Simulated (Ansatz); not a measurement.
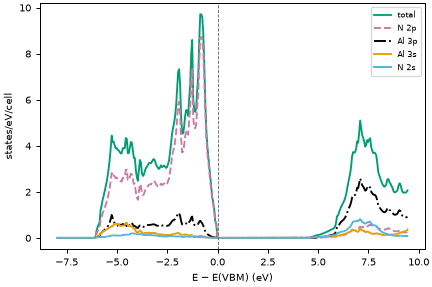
Figure. Total and projected density of states of AlN in space group P4_2/mnm (No. 136; Al on 4g, N on 4f), r²SCAN (plane waves, PAW; program Ansatz)

Problem. Which orbitals carry the states next to the gap?

Solution. Top 1 eV of the valence band: N 2p 91 %, Al 3p 6 %. Bottom 1 eV of the conduction band: N 2s 33 %, Al 3s 27 %, Al 3p 23 %, N 2p 9 %, outside the projected shells 8 %. Projections are on Löwdin-orthogonalised atomic valence shells; empty p or d shells of many metals are not among them.

Problem. Where is the tallest occupied peak in this window, and what makes it?

Solution. Near -0.9 eV, about 9.7 states/eV per cell; the largest projected share is N 2p.

The start of the workflow was typed in or built on a structure type; neither database checked (COD, Materials Project) lists it. It is not the phase usual at ambient conditions (space group No. 186, 216). The cell was relaxed with r²SCAN under the symmetry of its start; its stability against distortions is not shown here.

Potentials: the earlier of the program's two PAW sets. The files were generated under PBE; for other functionals the program regenerates the frozen cores, and for LDA and PBEsol the local potential too.
